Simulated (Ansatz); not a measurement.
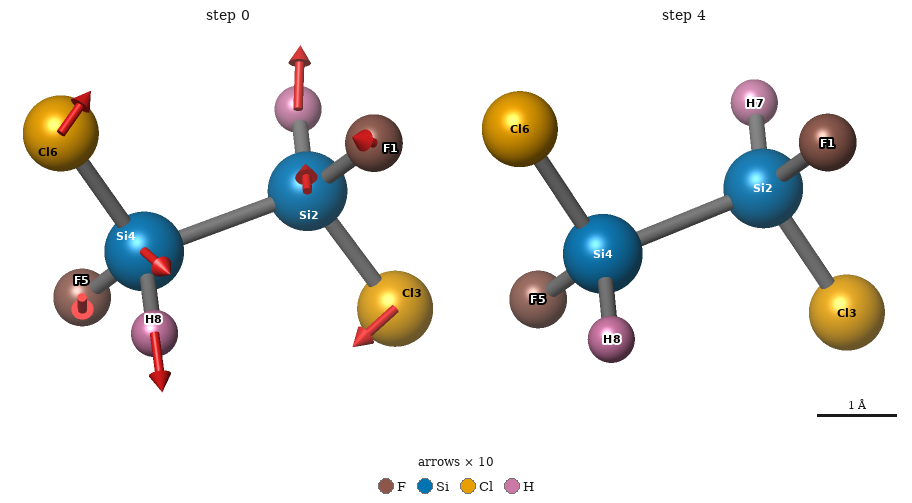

The structure of Si$_{2}$H$_{2}$Cl$_{2}$F$_{2}$ (coarse preliminary run) before (left) and after (right) a relaxation, at one scale. The red arrows give the displacements, 10 times their true length.

The picture is a ball-and-stick view, seen at a tilt.

The start comes from a force field.

Computed with Ansatz 0.2.0, RKS PBE-D4/def2-SVP. Settings: force threshold 0.03 eV/Å; at most 200 steps.

### Describe what moved and what it gained.

The atom that moves furthest after the best rigid fit is H7 (0.088 Å). By element the largest moves are H 0.088 Å, Cl 0.077 Å, Si 0.071 Å, F 0.061 Å. Near-neighbour distances that change, for instance: Si4–F5 1.536 → 1.637 Å, Si2–H7 1.467 → 1.498 Å, Si4–Cl6 2.043 → 2.073 Å, F1–Si2 1.609 → 1.637 Å. Among the angles between lasting bonds that change: Cl6–Si4–H8 105.2° → 109.4°, F1–Si2–Si4 111.7° → 107.6°, Cl3–Si2–Si4 111.7° → 107.9°. Over 4 geometry steps the energy falls by 6.65 kcal/mol. Largest force component: 2.9 eV/Å at the start, 0.012 eV/Å at the end.
